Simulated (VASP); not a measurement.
Band structure of InHg (space group R-3m). Calculation: LDA (Ceperley-Alder, Perdew-Zunger) with spin-orbit coupling, VASP's LDA PAW potentials (set 64) (plane waves; VASP 6.6.1).

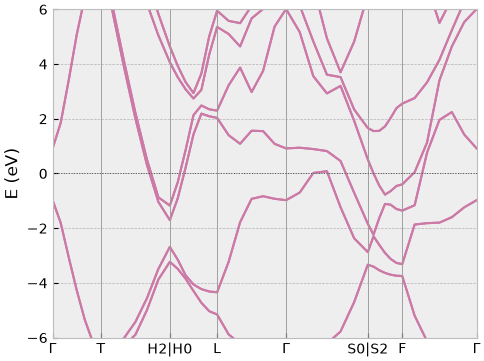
Bands along high-symmetry lines, zero at the valence-band maximum or, without a gap, the Fermi level

Read the plot: is there a gap, and where are the band edges?

It has no gap at this level: it comes out as a metal or semimetal.

The structure comes from a measured InHg entry (R-3m) of the Crystallography Open Database, whose conditions weren't checked. It was relaxed first.
